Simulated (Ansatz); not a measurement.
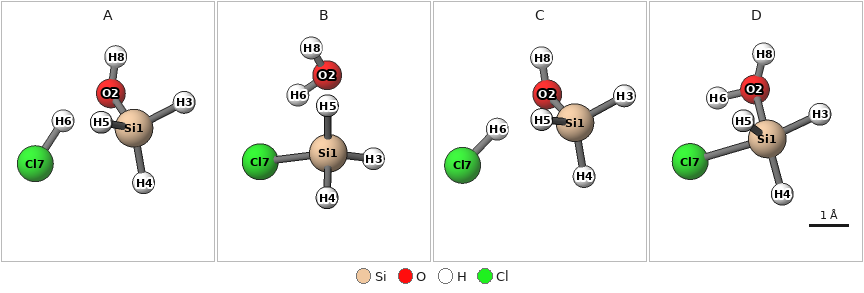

4 geometries from a converged minimum-energy path of SiH₅OCl, shuffled. A ball-and-stick model, seen at a tilt.

Theory: RKS LDA/def2-SVP (Ansatz 0.2.0). Run with 5 movable images; climbing image; force threshold 0.05 eV/Å; iteration limit 60; starting path through a guess of the saddle point.

Which frame is the transition state?

Answer. D. In order along the path, whose images run from 0 to 6: C (image 0, 0.00 eV), A (image 1, +0.10 eV), D (image 3, +0.55 eV), B (image 6, +0.02 eV). Breaking: H6–Cl7 (1.35 → 1.91 at the top → 2.26 Å), Si1–O2 (1.70 → 1.94 at the top → 2.72 Å). Forming: O2–H6 (1.61 → 1.03 at the top → 0.98 Å), Si1–Cl7 (3.40 → 2.32 at the top → 2.10 Å).
